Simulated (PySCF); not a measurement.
```xyz
22

C     3.8006    0.3912   -0.0763
C     2.4092    0.5291    0.5464
B     1.1765    0.1596   -0.3522
Si   -0.6263    0.1127    0.4276
C    -1.5740   -1.5352    0.1528
C    -3.0319   -1.4975    0.5972
C    -1.7031    1.4838   -0.4094
Cl   -0.8078    3.0295   -0.3550
H     3.9980   -0.6450   -0.3414
H     3.8753    0.9923   -0.9792
H     4.5746    0.7184    0.6156
H     2.2639    1.5772    0.8393
H     2.3869   -0.0164    1.4954
H     1.3577   -0.0403   -1.4945
H    -0.7664    0.4153    1.8720
H    -1.0608   -2.3301    0.6958
H    -1.5337   -1.8131   -0.9019
H    -3.5033   -2.4700    0.4634
H    -3.1047   -1.2246    1.6468
H    -3.5903   -0.7676    0.0168
H    -1.9018    1.2849   -1.4601
H    -2.6491    1.6652    0.0938
```

Geometry: GFN2-xTB.

Computed with PBE0/pcSseg-1, SCF density, gas phase, non-relativistic in PySCF.

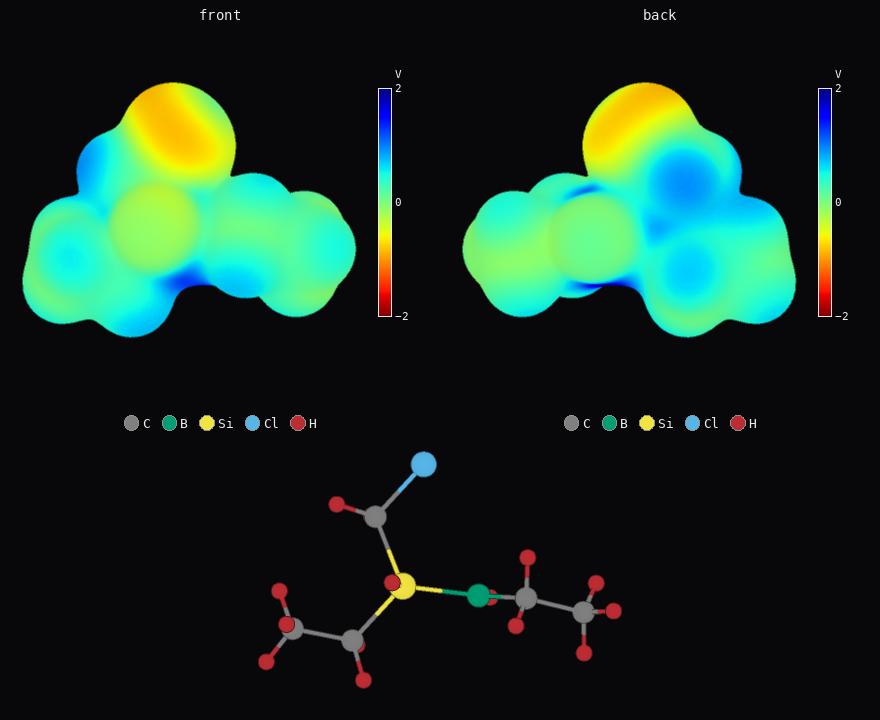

C5H14BClSi. The molecular electrostatic potential painted on the density surface at 0.002 e/bohr³, seen from the front and from behind; the colour scale runs from red (negative) to blue (positive). The bare structure is drawn below in the same view.

> Where is the surface potential most negative and most positive?

The most negative region (about −0.8 V) lies over Cl8, the most positive (about +1.6 V) over B3.
